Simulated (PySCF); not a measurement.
# CH11BNSi3 (SMILES [SiH3]BC[SiH]N[SiH3]) (doublet): what the fields show

```
atom    x (Å)    y (Å)    z (Å)
  Si   2.0727  -0.6994   0.6411
   B   1.6443   0.6535  -0.7035
   C   0.8454   1.9328  -0.3359
  Si  -0.9465   1.3143  -0.6490
   N  -1.3869   0.0449   0.4392
  Si  -2.4125  -1.3280   0.1717
   H   3.4604  -1.1941   0.6120
   H   1.8809  -0.2526   2.0400
   H   1.2424  -1.9198   0.5570
   H   1.9194   0.5046  -1.8403
   H   0.9179   2.2672   0.6983
   H   1.0032   2.7955  -0.9812
   H  -1.2766   0.8639  -2.0008
   H  -0.9083   0.0566   1.3258
   H  -1.7927  -2.2681  -0.7674
   H  -3.6597  -0.8150  -0.3984
   H  -2.6104  -1.9444   1.4804
```

Geometry: GFN2-xTB.

All numbers below come from UKS B3LYP, pcH-1 on B C H N Si, non-relativistic, mean-field spin-orbit, GIAO in PySCF 2.14.0, density-fitted response routines.

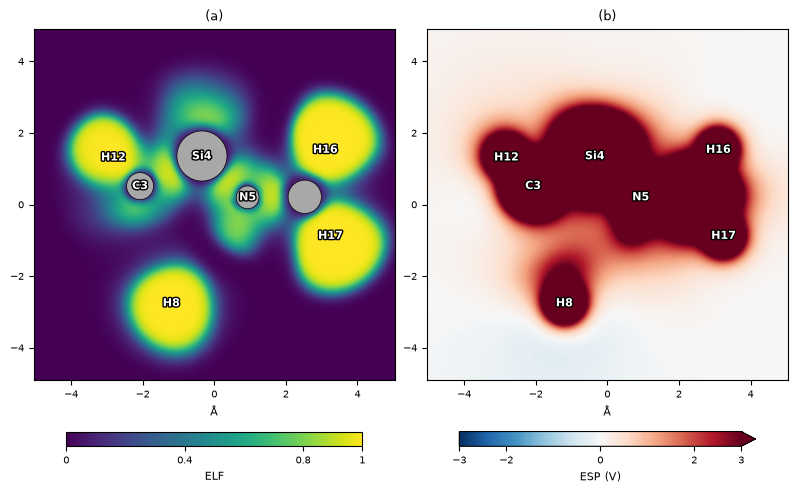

Figure 1. (a) electron localisation function; (b) molecular electrostatic potential on the plane of atoms Si4, C3 and H12. Grey discs cover the atomic cores in the ELF map.

**What does the map show?**

The section cuts through C, Si, N and H sites.
Si–N (1.73 Å): the ELF peaks at about 0.90 between the atoms; a polar covalent bond.
C–Si (1.92 Å): the ELF peaks at about 0.95 between the atoms; localised, covalent bonding.
C–H (1.09 Å): the ELF climbs to about 1 towards the hydrogen, as it does in any bond to H: an ordinary covalent bond to hydrogen.
Outside the dense part of the molecule the potential is most negative (−0.3 V) near H8.

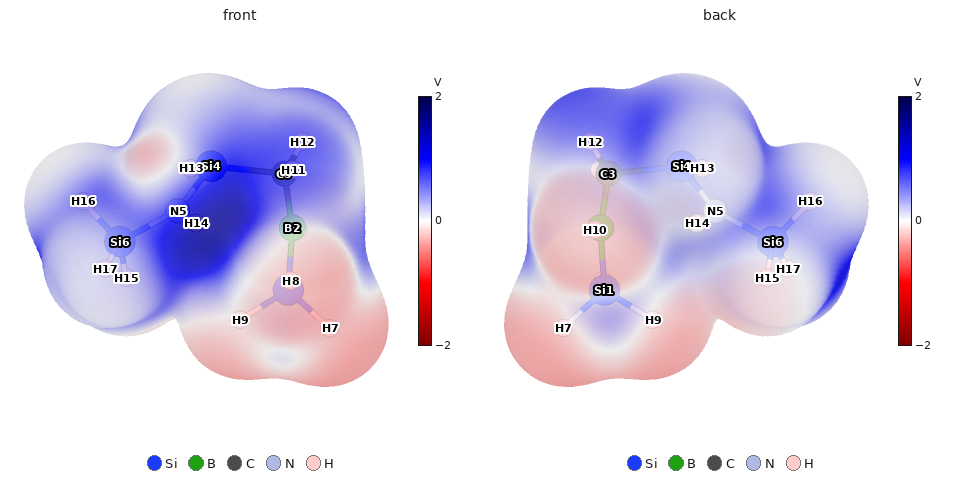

Figure 2. The molecular electrostatic potential painted on the density surface at 0.001 e/bohr³, seen from the front and from behind; red is negative and blue positive.

**Which sites attract a positive test charge, and which a negative one?**

A positive charge is drawn to the negative regions and a negative charge to the positive ones. The most negative region (about −0.3 V) lies over H7, H8 and H9, the most positive (about +1.5 V) over H14.
